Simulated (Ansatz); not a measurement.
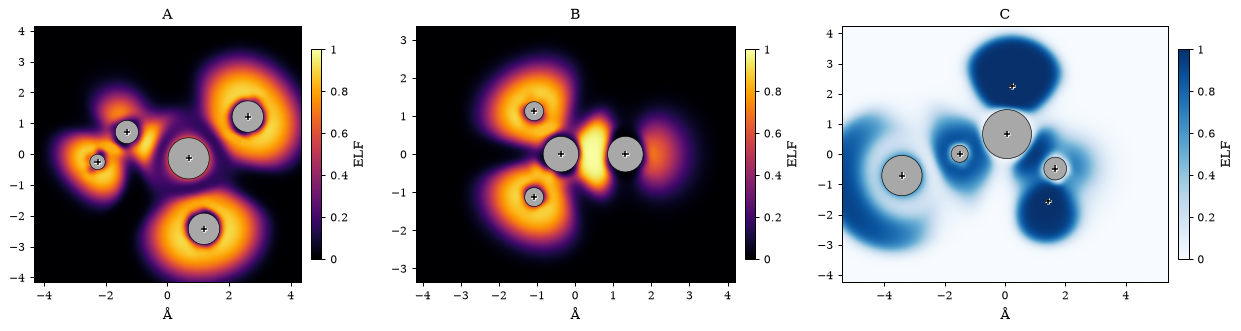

The ELF of 3 systems, each on a plane through atoms (crosses mark nuclei in the plane; grey discs cover the cores).

Theory: isolated molecule in a Gaussian basis; Kohn-Sham density functional theory, functional PBE0 in Ansatz 0.2.0.

System 1: CH₂Cl₂FIn (SMILES F[CH2][In]([Cl])[Cl]), the plane of atoms C1, In5 and Cl3. Geometry: PBE0-D3(BJ)/def2-SVP; core potentials replace the inner electrons of In.

| atom | x (Å) | y (Å) | z (Å) |
| --- | --- | --- | --- |
| C | 0.9984 | 0.4560 | 0.4363 |
| Cl | -1.9360 | 2.8158 | -0.7669 |
| Cl | -2.2697 | -1.0338 | -1.3568 |
| F | 1.3674 | -0.8534 | 0.4754 |
| In | -0.9497 | 0.7014 | -0.5080 |
| H | 1.7320 | 1.0437 | -0.1398 |
| H | 0.9355 | 0.8669 | 1.4574 |

System 2: B₂F₂H₂ (SMILES BB(F)F), the plane of atoms F3, B2 and F4. Geometry: r2SCAN-D4/def2-SVP.

```tsv
atom	x (Å)	y (Å)	z (Å)
B	-0.0330	1.1091	1.8015
B	0.3822	1.6945	0.2692
F	0.7047	2.9668	0.0661
F	0.4049	0.9086	-0.8013
H	-1.1754	1.1101	2.1939
H	0.7975	0.6685	2.5598
```

System 3: CH₄AlInO (SMILES [CH3][AlH][O][In]), the plane of atoms C1, Al2 and H8. Geometry: B3LYP-D3(BJ)/def2-SVP; core potentials replace the inner electrons of In.

```xyz
8

C    -1.5056   -0.8687    0.5997
Al   -1.1611    0.5268   -0.7338
In    0.8512    3.5941    0.0063
O    -0.2408    1.9094   -0.3696
H    -1.1242   -1.8459    0.2526
H    -1.0459   -0.6544    1.5781
H    -2.5912   -1.0018    0.7569
H    -1.7518    0.3785   -2.2047
```

### Match each panel to its system.

Panel A is system 1, CH₂Cl₂FIn: the plane holds C, Cl, F and In. C–F (1.36 Å): the ELF peaks at about 0.80 between the atoms; a shared but strongly polarised pair. Panel B is system 2, B₂F₂H₂: the plane holds B and F. B–F (1.33 Å): the ELF peaks at about 0.85 between the atoms (a shared but strongly polarised pair). Panel C is system 3, CH₄AlInO: the plane holds C, Al, In, O and H. Al–O (1.70 Å): the ELF peaks at about 0.85 in the valence shell of O, 0.6 Å from its nucleus, and is about 0.45 at the midpoint.
